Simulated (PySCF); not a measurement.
# C7H12Si: what the fields show

The calculation's input:

```
{"job": {"kind": "nmr", "xc": "PBE0", "basis": "pcSseg-1", "pop": false}, "charge": 0, "multiplicity": 1}
C      1.383127     1.233543     0.338526
Si     0.799813    -0.568580     0.312475
C      1.683691    -1.531549    -1.079081
C     -1.116493    -0.601785    -0.584302
C     -1.495260     0.713280    -0.904489
C     -1.808720     1.383145     0.267600
C     -1.676113     0.513902     1.341677
C     -1.242775    -0.729518     0.863601
H      0.896873     1.804129     1.121026
H      1.195516     1.737838    -0.603199
H      2.451244     1.260614     0.522809
H      1.267767    -1.226097     1.555858
H      1.522492    -1.081185    -2.054168
H      1.348461    -2.562739    -1.133061
H      2.752734    -1.547682    -0.896408
H     -1.141986    -1.431373    -1.268414
H     -1.512913     1.129070    -1.896205
H     -2.108534     2.414342     0.335083
H     -1.853273     0.753899     2.374852
H     -1.345651    -1.663254     1.385820
```

Launched as:

```sh
OMP_NUM_THREADS=1 python ens_run.py task.json out
```

Geometry: GFN2-xTB.

The calculation used PBE0/pcSseg-1, SCF density, gas phase, non-relativistic (PySCF).

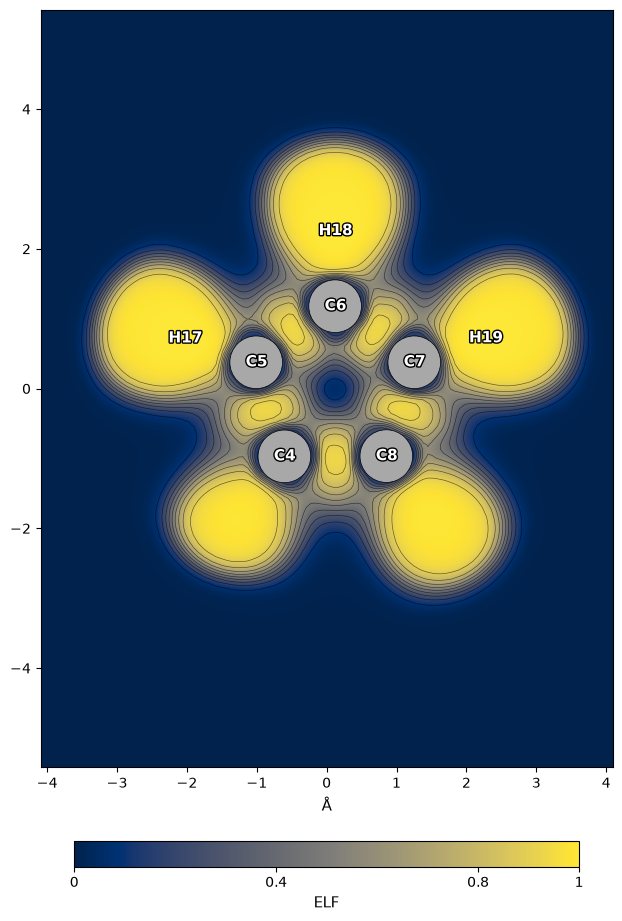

Figure 1. Electron localisation function on the plane of atoms C6, C7 and C8. Grey discs cover the atomic cores.

> What does the map show?

Atoms in the plane: C and H.
C–C (1.39 Å): the ELF peaks at about 0.95 between the atoms (localised, covalent bonding).
C–H (1.08 Å): the ELF climbs to about 1 towards the hydrogen, as it does in any bond to H: an ordinary covalent bond to hydrogen.
C–C (1.46 Å): the ELF peaks at about 0.95 between the atoms (localised, covalent bonding).

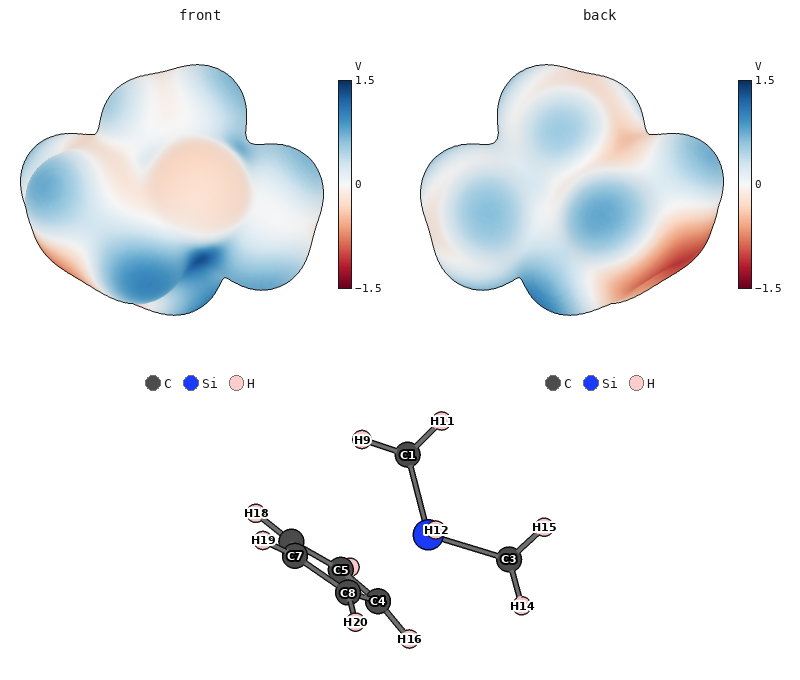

Figure 2. The electrostatic potential painted on the density surface at 0.002 e/bohr³, seen from the front and from behind; red is negative and blue positive. The bare structure is drawn below in the same view.

> Describe the electrostatic potential map.

The most negative region (about −1.0 V) lies over the π face of C5, C6 and C7, the most positive (about +1.2 V) over Si2.

> How polar is the molecule by this calculation?

Its dipole moment is 0.76 D.
